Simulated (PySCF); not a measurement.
## Electronic structure of C7H11PSi (SMILES CCc1ccc([SiH3])cp1) in real space

The calculation's input:

```
{"job": {"kind": "nmr", "xc": "PBE0", "basis": "pcSseg-1"}, "charge": 0, "multiplicity": 1}
C     -3.144172    -0.504188    -0.995952
C     -2.555264     0.555751    -0.064439
C     -1.051989     0.486187    -0.077461
C     -0.407515    -0.401045     0.763689
C      0.964216    -0.578066     0.819008
C      1.869165     0.121663     0.026016
Si     3.721394    -0.221294     0.195195
C      1.426566     1.053250    -0.898867
P     -0.213164     1.508119    -1.217898
H     -4.230640    -0.454062    -0.991880
H     -2.839425    -1.500167    -0.680745
H     -2.790814    -0.343537    -2.013038
H     -2.882000     1.543654    -0.398604
H     -2.927086     0.395423     0.950887
H     -1.023110    -0.993045     1.432044
H      1.354893    -1.299520     1.523913
H      3.996407    -0.643531     1.570165
H      4.460091     1.001823    -0.123966
H      4.096993    -1.288649    -0.736487
H      2.170308     1.571914    -1.494313
```

Run with:

```sh
OMP_NUM_THREADS=1 python probes_run.py task.json out
```

Geometry: GFN2-xTB.

All numbers below come from PBE0/pcSseg-1, SCF density, gas phase, non-relativistic (PySCF).

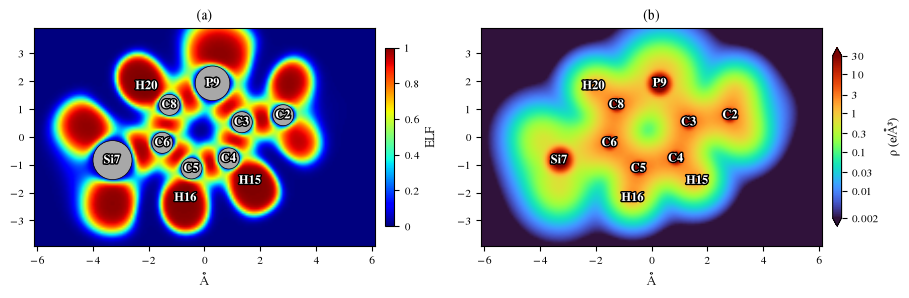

Figure 1. (a) electron localisation function; (b) electron density on the plane of atoms C6, C8 and P9. Grey discs cover the atomic cores in the ELF map.

Describe what can be read from this map.

The plane passes through C, Si, P and H nuclei. C–C (1.38 Å): ρ is about 2.1 e/Å³ halfway; the ELF peaks at about 0.95 between the atoms: a covalent bond. C–P (1.73 Å): ρ is about 1.3 e/Å³ halfway; the ELF peaks at about 0.95 between the atoms; a covalent bond. C–Si (1.89 Å): the density is about 0.93 e/Å³ at the midpoint; the ELF peaks at about 0.95 between the atoms, as expected for a covalent bond. C–H (1.08 Å): the density is about 2 e/Å³ at the midpoint; the ELF climbs to about 1 towards the hydrogen, as it does in any bond to H: a covalent bond by its length. C–C (1.50 Å): ρ at the midpoint is about 1.7 e/Å³; the ELF peaks at about 0.95 between the atoms (a shared electron pair). The ELF also peaks beside P9, away from the bonds: lone-pair regions.

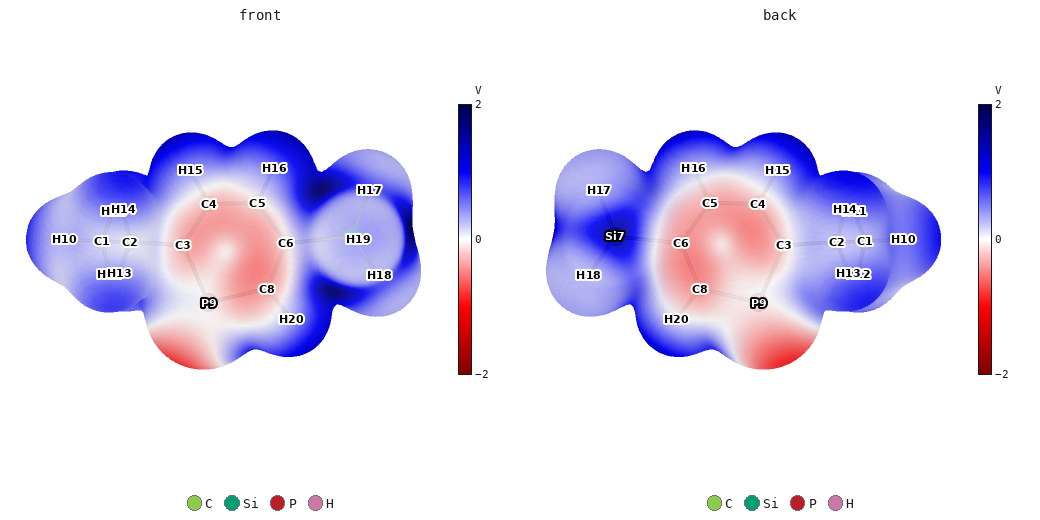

Figure 2. The electrostatic potential painted on the density surface at 0.004 e/bohr³, seen from the front and from behind; red is negative and blue positive.

Describe the electrostatic potential map.

The most negative region (about −0.8 V) lies over P9, the most positive (about +1.8 V) over Si7.
